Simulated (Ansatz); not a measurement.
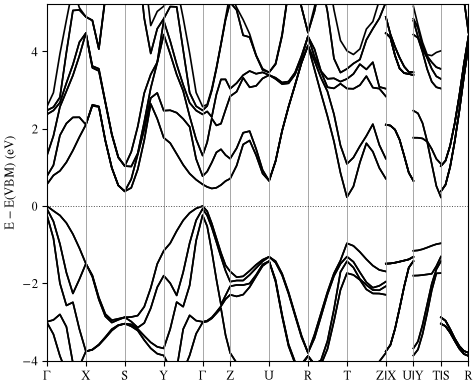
Figure. Band structure from PBE with spin–orbit coupling (plane waves, PAW; program Ansatz)

Question: Read off the gap and where the band edges lie.

Answer: About 0.2 eV (0.23 eV by a search for the band edges); maximum at Γ, minimum at T.

The material is SiGe in space group Pmma (No. 51; Si on 2e, Ge on 2f).

The start of the workflow was typed in or built on a structure type; neither database checked (COD, Materials Project) lists it. Whether it is the stable phase at ambient conditions was not checked. The PBE relaxation kept the symmetry of its start; its stability against distortions is not shown here.

Potentials: the earlier of the program's two PAW sets.
